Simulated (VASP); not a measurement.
Band structure of SnO (space group Pmn2_1). Level of theory: PBEsol GGA, VASP's PBE PAW potentials (set 64) (plane waves; VASP).

Without a dispersion term in the relaxation, distances and binding between the weakly bound layers, chains or molecules are unreliable, and so is what depends on them. Unless said otherwise, spin-orbit coupling is left out, though it shifts the bands of the heavy elements here.

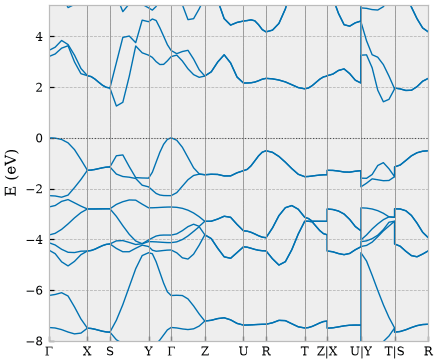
Figure: Bands along high-symmetry lines, zero at the valence-band maximum or, without a gap, the Fermi level

### Question
Read the plot: is there a gap, and where are the band edges?

### Answer
The gap is indirect, 1.25 eV, from the valence maximum at Γ to the conduction minimum at S-Y at 0.17. (Edges off the drawn lines would not show.)

The structure comes from a computed database's SnO entry (Pmn2_1); how it stands against other phases isn't given here. It was relaxed first, which changed the volume by -10 %.
